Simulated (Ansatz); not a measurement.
```
atom    x (Å)    y (Å)    z (Å)
  Si  -1.3848   1.7919   0.8387
  Si   0.6764   0.6605   1.0948
  Si   0.6977  -1.4826   0.1061
   C   0.3428  -1.3309  -1.7722
  Cl  -1.2609  -0.4720  -2.0266
   H  -1.4692   2.8977   1.8553
   H  -2.5277   0.8490   1.0719
   H  -1.4943   2.3913  -0.5293
   H   0.9878   0.5037   2.5590
   H   1.7777   1.4842   0.4820
   H  -0.3520  -2.3636   0.7168
   H   2.0378  -2.1498   0.2683
   H   0.2641  -2.3171  -2.2683
   H   1.1168  -0.7374  -2.2952
```

Level of theory: RKS BLYP-D4/def2-SVP (Ansatz 0.2.0).

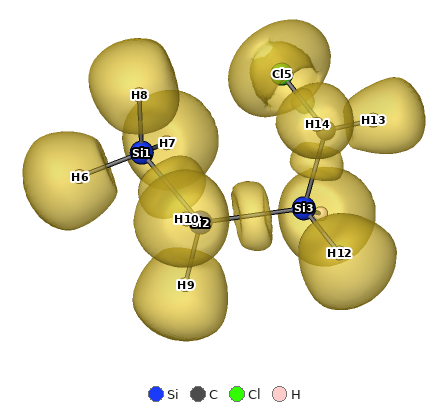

CH$_{9}$ClSi$_{3}$ (SMILES [SiH3][SiH2][SiH2]CCl). Isosurface of the ELF at 0.8 (yellow), seen at a tilt. Only the valence region is drawn (cores and ρ < 0.01 e/Å³ removed).

Question: What do the ELF domains correspond to?

Answer: The surface consists of one region between bonded C–Cl atoms (shared pairs), one region between bonded C–Si atoms (shared pairs), two regions between bonded Si–Si atoms (shared pairs), nine regions around hydrogen nuclei and one region wrapped around Cl (its lone pairs, merged into a ring or cap). Along the contacts the grid gives the following. C–Cl (1.84 Å): the ELF peaks at about 0.85 between the atoms: a shared electron pair. C–Si (1.92 Å): the ELF peaks at about 1 between the atoms (a covalent bond).
